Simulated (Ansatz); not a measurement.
# Cl2HNSi + HCl: a complex and its separated parts

The complex below is one end of an elementary step. How strongly is it bound against its free parts?

Method: PBE0-D4/def2-TZVP structures, single points in def2-TZVPP, no counterpoise correction; program: Ansatz 0.2.0, Gaussian basis.

Levels: SPW92, PBE-D4, BLYP-D4, r2SCAN-D4, B97M-V, PBE0-D4, B3LYP-D4, r2SCAN0-D4, BHLYP-D4, CAM-B3LYP-D4, wB97X-V, wB97M-V, B2PLYP, PBE-QIDH, RPA on PBE, Hartree-Fock, MP2, CCSD, CCSD(T).

Cores are frozen in the correlated methods. B3LYP uses VWN-RPA correlation. B2PLYP carries no dispersion term here.

56 further runs of the same task are left out: 56 set aside as unsound or not needed. Runs told in other sessions of the task aren't counted.

## 1. The system as given

The complex: 7 atoms, charge 0, spin multiplicity 1.

Atoms are counted from 1 here; the program's logs count them from 0.

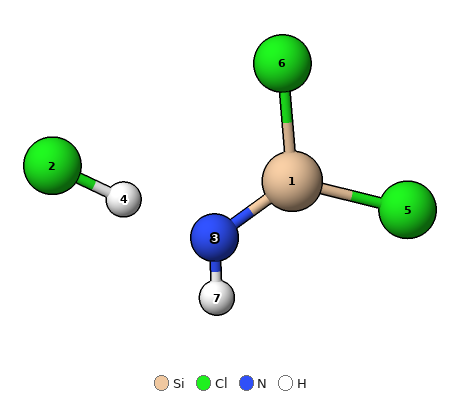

The starting geometry (silicon light orange, chlorine green, nitrogen blue, hydrogen white); atoms are numbered from 1 in the order of the file.

As a file:

```xyz
7

Si   -0.3029    0.6176    0.8666
Cl    0.6347   -2.4060   -1.6507
N     0.1795    0.3961   -0.6264
H     0.4409   -1.1492   -1.2242
Cl   -0.6918    2.3300    1.8437
Cl   -0.6047   -0.9531    2.0525
H     0.3444    1.1645   -1.2616
```

Its parts: Cl2HNSi holds atoms 1, 3, 5, 6, 7; HCl holds atoms 2, 4. Each part counts its atoms afresh in its own runs.

## 2. Relaxing Cl2HNSi alone

relax-a/in.yaml reads:

```yaml
crystal:
  periodic: [false, false, false]
  atoms:
    - {symbol: Si, position_ang: [-0.302932, 0.617625, 0.866555]}
    - {symbol: N, position_ang: [0.179463, 0.396142, -0.626399]}
    - {symbol: Cl, position_ang: [-0.691785, 2.329997, 1.843662]}
    - {symbol: Cl, position_ang: [-0.604709, -0.953133, 2.052535]}
    - {symbol: H, position_ang: [0.344431, 1.164535, -1.261580]}
basis:
  gaussian: {orbitals: def2-TZVP}
hamiltonian: {xc: pbe0, dispersion: d4}
relax: {f_tol: 0.005, max_steps: 200}
```

Run with:

```bash
$ ansatz run in.yaml --threads 4 --pin off --events-out ev --progress --plain --max-ram 9574MiB
```

Output (excerpt; [...] marks lines left out):

```text
Functional definition: PBE0
  name "PBE0"
  cite "Adamo & Barone, J. Chem. Phys. 110, 6158 (1999) doi:10.1063/1.478522"
  cite "Perdew, Burke & Ernzerhof, Phys. Rev. Lett. 77, 3865 (1996) doi:10.1103/PhysRevLett.77.3865"
  parent pbe
[...]
1003 factors; their error is unknown
[...]
mean field -34419.51732993 eV, -1264.8939314883 hartree, gradient 1.3e-5 eV, S^2 0.000000; 0 other end points of the search recorded, 0 dependent functions left out
[...]
reference -34419.51735595 eV, -1264.8939324443 hartree; 28, 28 occupied and 120, 120 virtual orbitals, 1003 factors
[...]
reference -34419.52861930 eV, -1264.8943463648 hartree; 28, 28 occupied and 120, 120 virtual orbitals, 1003 factors
Total energy: -34419.66680170 eV, -1264.8994244744 hartree
Atom 0 at    -0.297092     0.627815     0.846536 Å, force    -0.000092    -0.000198     0.000033 eV/Å
Atom 1 at     0.183327     0.385528    -0.637286 Å, force     0.000244     0.000173    -0.000205 eV/Å
Atom 2 at    -0.701496     2.323095     1.875375 Å, force     0.000068     0.000351    -0.000124 eV/Å
Atom 3 at    -0.607646    -0.938593     2.059769 Å, force    -0.000027    -0.000278     0.000062 eV/Å
Atom 4 at     0.347375     1.157321    -1.269620 Å, force    -0.000193    -0.000047     0.000234 eV/Å
Dipole moment:    -0.089280     0.275225     0.241913 e Å
```

Run time: 12 s. Hardware: 4 threads of Arm Neoverse V2, shared host.

Relaxation path:

```tsv
step	energy from step 1 (eV)	largest force component (eV/Å)
1	0.0000	0.7989
2	-0.0105	0.1749
3	-0.0110	0.0183
4	-0.0110	0.0129
5	-0.0110	0.0163
6	-0.0111	0.0004
```

Distances of close pairs at the start and the end, largest changes first:

```tsv
bond	before (Å)	after (Å)	change (Å)
Si1–Cl3	2.010	2.024	+0.014
Si1–Cl4	1.991	2.005	+0.014
Si1–N2	1.585	1.578	-0.006
N2–H5	1.010	1.011	+0.001
```

## 3. Relaxing HCl alone

relax-b/in.yaml reads:

```yaml
crystal:
  periodic: [false, false, false]
  atoms:
    - {symbol: Cl, position_ang: [0.634664, -2.405974, -1.650659]}
    - {symbol: H, position_ang: [0.440867, -1.149190, -1.224214]}
basis:
  gaussian: {orbitals: def2-TZVP}
hamiltonian: {xc: pbe0, dispersion: d4}
relax: {f_tol: 0.005, max_steps: 200}
```

Run with:

```bash
$ ansatz run in.yaml --threads 4 --pin off --events-out ev --progress --plain --max-ram 9574MiB
```

Output (excerpt; [...] marks lines left out):

```text
[... 5 set-up lines as earlier in the session ...]
[...]
312 factors; their error is unknown
[...]
mean field -12535.26007647 eV, -460.6623111060 hartree, gradient 4.4e-5 eV, S^2 0.000000; 0 other end points of the search recorded, 0 dependent functions left out
[...]
reference -12535.31647375 eV, -460.6643836677 hartree; 9, 9 occupied and 34, 34 virtual orbitals, 312 factors
Total energy: -12535.32105166 eV, -460.6645519027 hartree
Atom 0 at     0.630158    -2.376754    -1.640744 Å, force    -0.000003     0.000016     0.000006 eV/Å
Atom 1 at     0.445373    -1.178410    -1.234129 Å, force     0.000003    -0.000016    -0.000006 eV/Å
Dipole moment:    -0.037946     0.246079     0.083498 e Å
```

Wall time 0.8 s (4 threads of Arm Neoverse V2, shared host).

The steps of the relaxation:

```tsv
step	energy from step 1 (eV)	largest force component (eV/Å)
1	0.0000	1.6005
2	-0.0481	0.6552
3	-0.0562	0.0725
4	-0.0563	0.0089
5	-0.0563	0.0000
```

The bond:

```tsv
bond	before (Å)	after (Å)	change (Å)
Cl1–H2	1.341	1.279	-0.062
```

## 4. SPW92/def2-TZVPP

parta/in.yaml reads:

```yaml
crystal:
  periodic: [false, false, false]
  atoms:
    - {symbol: Si, position_ang: [-0.297092, 0.627815, 0.846536]}
    - {symbol: N, position_ang: [0.183327, 0.385528, -0.637286]}
    - {symbol: Cl, position_ang: [-0.701496, 2.323095, 1.875375]}
    - {symbol: Cl, position_ang: [-0.607646, -0.938593, 2.059769]}
    - {symbol: H, position_ang: [0.347375, 1.157321, -1.269620]}
basis:
  gaussian: {orbitals: def2-TZVPP}
hamiltonian: {xc: lda}
```

partb/in.yaml reads:

```yaml
crystal:
  periodic: [false, false, false]
  atoms:
    - {symbol: Cl, position_ang: [0.630158, -2.376754, -1.640744]}
    - {symbol: H, position_ang: [0.445373, -1.178410, -1.234129]}
basis:
  gaussian: {orbitals: def2-TZVPP}
hamiltonian: {xc: lda}
```

One command serves all of them, each in its own folder.

Run with:

```bash
$ ansatz run in.yaml --threads 4 --pin off --events-out ev --progress --plain --max-ram 9574MiB
```

parta printed (excerpt; [...] marks lines left out):

```text
Functional definition: SPW92
  name "SPW92"
  cite "Dirac, Proc. Camb. Phil. Soc. 26, 376 (1930) doi:10.1017/S0305004100016108"
  cite "Slater, Phys. Rev. 81, 385 (1951) doi:10.1103/PhysRev.81.385"
  cite "Perdew & Wang, Phys. Rev. B 45, 13244 (1992) doi:10.1103/PhysRevB.45.13244"
[...]
1090 factors; their error is unknown
[...]
mean field -34308.65371669 eV, -1260.8197688475 hartree, gradient 4.7e-5 eV, S^2 0.000000; 0 other end points of the search recorded, 0 dependent functions left out
reference -34308.65374919 eV, -1260.8197700421 hartree; 28, 28 occupied and 143, 143 virtual orbitals, 1090 factors
Total energy: -34308.65374919 eV, -1260.8197700421 hartree
```

partb printed (excerpt; [...] marks lines left out):

```text
[... 5 set-up lines as earlier in the session ...]
[...]
353 factors; their error is unknown
[...]
mean field -12498.56388325 eV, -459.3137508784 hartree, gradient 5.7e-5 eV, S^2 0.000000; 0 other end points of the search recorded, 0 dependent functions left out
reference -12498.56390265 eV, -459.3137515916 hartree; 9, 9 occupied and 47, 47 virtual orbitals, 353 factors
Total energy: -12498.56390265 eV, -459.3137515916 hartree
```

They took 0.7 s (parta), 0.1 s (partb) on 4 threads of Arm Neoverse V2, shared host.

## 5. PBE-D4/def2-TZVPP

The same edit goes into each in.yaml of step 4 (parta, partb):

```diff
-hamiltonian: {xc: lda}
+hamiltonian: {xc: pbe, dispersion: d4}
```

One command serves all of them, each in its own folder.

Run with:

```bash
$ ansatz run in.yaml --threads 4 --pin off --events-out ev --progress --plain --max-ram 9574MiB
```

Output in parta (excerpt; [...] marks lines left out):

```text
Functional definition: PBE
  name "PBE"
[... 2 set-up lines as earlier in the session ...]
[...]
1090 factors; their error is unknown
[...]
mean field -34416.96793975 eV, -1264.8002431270 hartree, gradient 3.8e-5 eV, S^2 0.000000; 0 other end points of the search recorded, 0 dependent functions left out
reference -34416.96797431 eV, -1264.8002443973 hartree; 28, 28 occupied and 143, 143 virtual orbitals, 1090 factors
Total energy: -34417.13099037 eV, -1264.8062351269 hartree
```

Log of partb (excerpt; [...] marks lines left out):

```text
[... 4 set-up lines as earlier in the session ...]
[...]
353 factors; their error is unknown
[...]
mean field -12534.30963398 eV, -460.6273829885 hartree, gradient 8.1e-5 eV, S^2 0.000000; 0 other end points of the search recorded, 0 dependent functions left out
reference -12534.30965489 eV, -460.6273837568 hartree; 9, 9 occupied and 47, 47 virtual orbitals, 353 factors
Total energy: -12534.31531605 eV, -460.6275918008 hartree
```

Times: 1.1 s (parta), 0.15 s (partb) on 4 threads of Arm Neoverse V2, shared host.

## 6. BLYP-D4/def2-TZVPP

The same edit goes into each in.yaml of step 5 (parta, partb):

```diff
-hamiltonian: {xc: pbe, dispersion: d4}
+hamiltonian: {xc: {name: BLYP}, dispersion: d4}
```

Each run has its own folder and the same command.

Run with:

```bash
$ ansatz run in.yaml --threads 4 --pin off --events-out ev --progress --plain --max-ram 9574MiB
```

Log of parta (excerpt; [...] marks lines left out):

```text
Functional definition: BLYP
  name "BLYP"
  cite "Becke, Phys. Rev. A 38, 3098 (1988) doi:10.1103/PhysRevA.38.3098"
  cite "Lee, Yang & Parr, Phys. Rev. B 37, 785 (1988) doi:10.1103/PhysRevB.37.785"
[...]
1090 factors; their error is unknown
[...]
mean field -34432.38545509 eV, -1265.3668263653 hartree, gradient 5.7e-5 eV, S^2 0.000000; 0 other end points of the search recorded, 0 dependent functions left out
reference -34432.38577802 eV, -1265.3668382328 hartree; 28, 28 occupied and 143, 143 virtual orbitals, 1090 factors
Total energy: -34432.74120431 eV, -1265.3798999082 hartree
```

Log of partb (excerpt; [...] marks lines left out):

```text
[... 4 set-up lines as earlier in the session ...]
[...]
353 factors; their error is unknown
[...]
mean field -12539.38861189 eV, -460.8140319840 hartree, gradient 4.5e-5 eV, S^2 0.000000; 0 other end points of the search recorded, 0 dependent functions left out
reference -12539.38881621 eV, -460.8140394927 hartree; 9, 9 occupied and 47, 47 virtual orbitals, 353 factors
Total energy: -12539.40230536 eV, -460.8145352099 hartree
```

They took 1.1 s (parta), 0.15 s (partb) on 4 threads of Arm Neoverse V2, shared host.

## 7. r2SCAN-D4/def2-TZVPP

Each input of step 6 (parta, partb) changes in the same lines:

```diff
-hamiltonian: {xc: {name: BLYP}, dispersion: d4}
+hamiltonian: {xc: r2scan, dispersion: d4}
```

The same command starts each run, in its folder.

Run with:

```bash
$ ansatz run in.yaml --threads 4 --pin off --events-out ev --progress --plain --max-ram 9574MiB
```

Output in parta (excerpt; [...] marks lines left out):

```text
Functional definition: r2SCAN
  name "r2SCAN"
  cite "Furness, Kaplan, Ning, Perdew & Sun, J. Phys. Chem. Lett. 11, 8208 (2020) doi:10.1021/acs.jpclett.0c02405"
  cite "Furness, Kaplan, Ning, Perdew & Sun, J. Phys. Chem. Lett. 11, 9248 (2020) doi:10.1021/acs.jpclett.0c03077"
  parent r2scan
[...]
1090 factors; their error is unknown
[...]
mean field -34429.77173081 eV, -1265.2707737699 hartree, gradient 5.9e-5 eV, S^2 0.000000; 0 other end points of the search recorded, 0 dependent functions left out
reference -34429.77174014 eV, -1265.2707741126 hartree; 28, 28 occupied and 143, 143 virtual orbitals, 1090 factors
Total energy: -34429.80749627 eV, -1265.2720881261 hartree
```

partb printed (excerpt; [...] marks lines left out):

```text
[... 5 set-up lines as earlier in the session ...]
[...]
353 factors; their error is unknown
[...]
mean field -12538.62224982 eV, -460.7858686975 hartree, gradient 3.1e-5 eV, S^2 0.000000; 0 other end points of the search recorded, 0 dependent functions left out
reference -12538.62225515 eV, -460.7858688933 hartree; 9, 9 occupied and 47, 47 virtual orbitals, 353 factors
Total energy: -12538.62352110 eV, -460.7859154161 hartree
```

They took 2.6 s (parta), 0.45 s (partb) on 4 threads of Arm Neoverse V2, shared host.

## 8. B97M-V/def2-TZVPP

Each input of step 7 (parta, partb) changes in the same lines:

```diff
-hamiltonian: {xc: r2scan, dispersion: d4}
+hamiltonian: {xc: {name: B97M-V}}
```

Each run has its own folder and the same command.

Run with:

```bash
$ ansatz run in.yaml --threads 4 --pin off --events-out ev --progress --plain --max-ram 9574MiB
```

parta printed (excerpt; [...] marks lines left out):

```text
Functional definition: B97M-V
  name "B97M-V"
  cite "Mardirossian & Head-Gordon, J. Chem. Phys. 142, 074111 (2015) doi:10.1063/1.4907719"
  cite "Becke, J. Chem. Phys. 107, 8554 (1997) doi:10.1063/1.475007"
  cite "Vydrov & Van Voorhis, J. Chem. Phys. 133, 244103 (2010) doi:10.1063/1.3521275"
  # Of w^i u^j: cxij and so on, Table III.
[...]
  gx(w, u) = cx00 + cx01*u + cx02*u^2 + (cx10 + cx11*u)*w
[...]
  gos(w, u) = cos00 + cos01*u + cos03*u^3 + cos10*w + cos32*w^3*u^2
[...]
      + integral(e_c_pw_mod_opposite_spin*gos(b97_w_opposite, b97_u_opposite)) + vv10(b, c)
1090 factors; their error is unknown
[...]
mean field -34424.14502250 eV, -1265.0639960533 hartree, gradient 4.8e-5 eV, S^2 0.000000; 0 other end points of the search recorded, 0 dependent functions left out
reference -34424.14507115 eV, -1265.0639978412 hartree; 28, 28 occupied and 143, 143 virtual orbitals, 1090 factors
Total energy: -34424.14507115 eV, -1265.0639978412 hartree
```

Output in partb (excerpt; [...] marks lines left out):

```text
[... 5 set-up lines as earlier in the session ...]
  # Of w^i u^j: cxij and so on, Table III.
[...]
  gx(w, u) = cx00 + cx01*u + cx02*u^2 + (cx10 + cx11*u)*w
[...]
  gos(w, u) = cos00 + cos01*u + cos03*u^3 + cos10*w + cos32*w^3*u^2
[...]
      + integral(e_c_pw_mod_opposite_spin*gos(b97_w_opposite, b97_u_opposite)) + vv10(b, c)
353 factors; their error is unknown
[...]
mean field -12536.22648078 eV, -460.6978258093 hartree, gradient 1.2e-5 eV, S^2 0.000000; 0 other end points of the search recorded, 0 dependent functions left out
reference -12536.22650891 eV, -460.6978268429 hartree; 9, 9 occupied and 47, 47 virtual orbitals, 353 factors
Total energy: -12536.22650891 eV, -460.6978268429 hartree
```

They took 4.5 s (parta), 0.45 s (partb) on 4 threads of Arm Neoverse V2, shared host.

## 9. PBE0-D4/def2-TZVPP

The same edit goes into each in.yaml of step 8 (parta, partb):

```diff
-hamiltonian: {xc: {name: B97M-V}}
+hamiltonian: {xc: pbe0, dispersion: d4}
+output: {orbitals: {seedname: orbitals}}
```

One command serves all of them, each in its own folder.

Run with:

```bash
$ ansatz run in.yaml --threads 4 --pin off --events-out ev --progress --plain --max-ram 9574MiB
```

parta printed (excerpt; [...] marks lines left out):

```text
[... 5 set-up lines as earlier in the session ...]
[...]
1155 factors; their error is unknown
[...]
mean field -34419.56486420 eV, -1264.8956783404 hartree, gradient 7.8e-5 eV, S^2 0.000000; 0 other end points of the search recorded, 0 dependent functions left out
reference -34419.56489026 eV, -1264.8956792981 hartree; 28, 28 occupied and 143, 143 virtual orbitals, 1155 factors
Total energy: -34419.70307267 eV, -1264.9007574079 hartree
```

Output in partb (excerpt; [...] marks lines left out):

```text
[... 5 set-up lines as earlier in the session ...]
[...]
384 factors; their error is unknown
[...]
mean field -12535.34597537 eV, -460.6654678323 hartree, gradient 3.6e-5 eV, S^2 0.000000; 0 other end points of the search recorded, 0 dependent functions left out
reference -12535.34599102 eV, -460.6654684072 hartree; 9, 9 occupied and 47, 47 virtual orbitals, 384 factors
Total energy: -12535.35056893 eV, -460.6656366422 hartree
```

They took 1.6 s (parta), 0.15 s (partb) on 4 threads of Arm Neoverse V2, shared host.

## 10. B3LYP-D4/def2-TZVPP

Each input of step 9 (parta, partb) changes in the same lines:

```diff
-hamiltonian: {xc: pbe0, dispersion: d4}
-output: {orbitals: {seedname: orbitals}}
+hamiltonian: {xc: {name: B3LYP}, dispersion: d4}
```

The same command starts each run, in its folder.

Run with:

```bash
$ ansatz run in.yaml --threads 4 --pin off --events-out ev --progress --plain --max-ram 9574MiB
```

parta printed (excerpt; [...] marks lines left out):

```text
Functional definition: B3LYP
  name "B3LYP"
  cite "Stephens, Devlin, Chabalowski & Frisch, J. Phys. Chem. 98, 11623 (1994) doi:10.1021/j100096a001"
[... 2 set-up lines as earlier in the session ...]
  cite "Vosko, Wilk & Nusair, Can. J. Phys. 58, 1200 (1980) doi:10.1139/p80-159"
[...]
1131 factors; their error is unknown
[...]
mean field -34434.08374717 eV, -1265.4292374481 hartree, gradient 3.3e-5 eV, S^2 0.000000; 0 other end points of the search recorded, 0 dependent functions left out
reference -34434.08398836 eV, -1265.4292463116 hartree; 28, 28 occupied and 143, 143 virtual orbitals, 1131 factors
Total energy: -34434.35308556 eV, -1265.4391354514 hartree
```

Output in partb (excerpt; [...] marks lines left out):

```text
[... 6 set-up lines as earlier in the session ...]
[...]
372 factors; their error is unknown
[...]
mean field -12539.99363328 eV, -460.8362661101 hartree, gradient 4.5e-5 eV, S^2 0.000000; 0 other end points of the search recorded, 0 dependent functions left out
reference -12539.99378534 eV, -460.8362716980 hartree; 9, 9 occupied and 47, 47 virtual orbitals, 372 factors
Total energy: -12540.00297196 eV, -460.8366093002 hartree
```

Times: 1.6 s (parta), 0.2 s (partb) on 4 threads of Arm Neoverse V2, shared host.

## 11. r2SCAN0-D4/def2-TZVPP

The same edit goes into each in.yaml of step 10 (parta, partb):

```diff
-hamiltonian: {xc: {name: B3LYP}, dispersion: d4}
+hamiltonian: {xc: {name: r2SCAN0}, dispersion: d4}
```

One command serves all of them, each in its own folder.

Run with:

```bash
$ ansatz run in.yaml --threads 4 --pin off --events-out ev --progress --plain --max-ram 9574MiB
```

Output in parta (excerpt; [...] marks lines left out):

```text
Functional definition: r2SCAN0
  name "r2SCAN0"
  cite "Bursch, Neugebauer, Ehlert & Grimme, J. Chem. Phys. 156, 134105 (2022) doi:10.1063/5.0086040"
[... 3 set-up lines as earlier in the session ...]
[...]
1155 factors; their error is unknown
[...]
mean field -34429.13493994 eV, -1265.2473721369 hartree, gradient 5.8e-5 eV, S^2 0.000000; 0 other end points of the search recorded, 0 dependent functions left out
reference -34429.13494737 eV, -1265.2473724099 hartree; 28, 28 occupied and 143, 143 virtual orbitals, 1155 factors
Total energy: -34429.17890801 eV, -1265.2489879338 hartree
```

partb printed (excerpt; [...] marks lines left out):

```text
[... 6 set-up lines as earlier in the session ...]
[...]
384 factors; their error is unknown
[...]
mean field -12538.53747050 eV, -460.7827531149 hartree, gradient 4.5e-6 eV, S^2 0.000000; 0 other end points of the search recorded, 0 dependent functions left out
reference -12538.53747475 eV, -460.7827532712 hartree; 9, 9 occupied and 47, 47 virtual orbitals, 384 factors
Total energy: -12538.53892828 eV, -460.7828066872 hartree
```

They took 2.9 s (parta), 0.45 s (partb) on 4 threads of Arm Neoverse V2, shared host.

## 12. BHLYP-D4/def2-TZVPP

The same edit goes into each in.yaml of step 11 (parta, partb):

```diff
-hamiltonian: {xc: {name: r2SCAN0}, dispersion: d4}
+hamiltonian: {xc: {name: BHLYP}, dispersion: d4}
```

The same command starts each run, in its folder.

Run with:

```bash
$ ansatz run in.yaml --threads 4 --pin off --events-out ev --progress --plain --max-ram 9574MiB
```

Log of parta (excerpt; [...] marks lines left out):

```text
Functional definition: BHLYP
  name "BHLYP"
  cite "Becke, J. Chem. Phys. 98, 1372 (1993) doi:10.1063/1.464304"
[... 2 set-up lines as earlier in the session ...]
[...]
1226 factors; their error is unknown
[...]
mean field -34431.84595064 eV, -1265.3469999427 hartree, gradient 2.2e-5 eV, S^2 0.000000; 0 other end points of the search recorded, 0 dependent functions left out
reference -34431.84611545 eV, -1265.3470059993 hartree; 28, 28 occupied and 143, 143 virtual orbitals, 1226 factors
Total energy: -34432.07487989 eV, -1265.3554129374 hartree
```

Output in partb (excerpt; [...] marks lines left out):

```text
[... 5 set-up lines as earlier in the session ...]
[...]
403 factors; their error is unknown
[...]
mean field -12539.47115043 eV, -460.8170652196 hartree, gradient 2.7e-5 eV, S^2 0.000000; 0 other end points of the search recorded, 0 dependent functions left out
reference -12539.47125393 eV, -460.8170690231 hartree; 9, 9 occupied and 47, 47 virtual orbitals, 403 factors
Total energy: -12539.47730035 eV, -460.8172912248 hartree
```

Wall times: 1.5 s (parta), 0.2 s (partb) on 4 threads of Arm Neoverse V2, shared host.

## 13. CAM-B3LYP-D4/def2-TZVPP

The same edit goes into each in.yaml of step 12 (parta, partb):

```diff
-hamiltonian: {xc: {name: BHLYP}, dispersion: d4}
+hamiltonian: {xc: {name: CAM-B3LYP}, dispersion: d4}
```

One command serves all of them, each in its own folder.

Run with:

```bash
$ ansatz run in.yaml --threads 4 --pin off --events-out ev --progress --plain --max-ram 9574MiB
```

Output in parta (excerpt; [...] marks lines left out):

```text
Functional definition: CAM-B3LYP
  name "CAM-B3LYP"
  cite "Yanai, Tew & Handy, Chem. Phys. Lett. 393, 51 (2004) doi:10.1016/j.cplett.2004.06.011"
  cite "Iikura, Tsuneda, Yanai & Hirao, J. Chem. Phys. 115, 3540 (2001) doi:10.1063/1.1383587"
[... 2 set-up lines as earlier in the session ...]
[...]
1131 factors; their error is unknown
212 factors; integrals over basis functions are off by at most 1.3e-5 eV
[...]
mean field -34433.04026620 eV, -1265.3908902297 hartree, gradient 4.7e-5 eV, S^2 0.000000; 0 other end points of the search recorded, 0 dependent functions left out
reference -34433.04038404 eV, -1265.3908945604 hartree; 28, 28 occupied and 143, 143 virtual orbitals, 1131 factors
Total energy: -34433.18331633 eV, -1265.3961472252 hartree
```

partb printed (excerpt; [...] marks lines left out):

```text
[... 6 set-up lines as earlier in the session ...]
[...]
  # Exact exchange under (alpha + beta erf(omega r))/r, Becke's under what is left of 1/r.
[...]
372 factors; their error is unknown
66 factors; integrals over basis functions are off by at most 7.5e-5 eV
[...]
mean field -12539.88293917 eV, -460.8321981766 hartree, gradient 2.6e-5 eV, S^2 0.000000; 0 other end points of the search recorded, 0 dependent functions left out
reference -12539.88301345 eV, -460.8322009062 hartree; 9, 9 occupied and 47, 47 virtual orbitals, 372 factors
Total energy: -12539.88749508 eV, -460.8323656033 hartree
```

Times: 1.7 s (parta), 0.2 s (partb) on 4 threads of Arm Neoverse V2, shared host.

(Part 1 of 2 ends here.)
